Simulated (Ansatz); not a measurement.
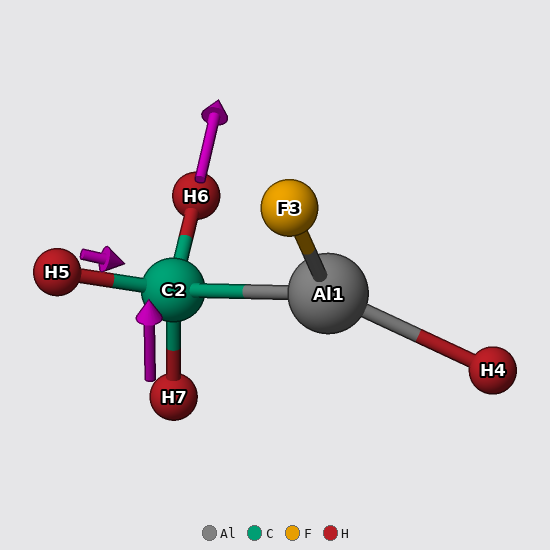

The arrows show one normal mode. Harmonic vibrations computed with RKS PBE0-D4/def2-TZVP (Ansatz 0.2.0) at a stationary point of the same level.

### What kind of motion is it?

Mostly out-of-phase stretching of 2 C–H bonds.

### Estimate its harmonic wavenumber.

3113 cm⁻¹; it is mode 14 of 15 counted from the lowest.
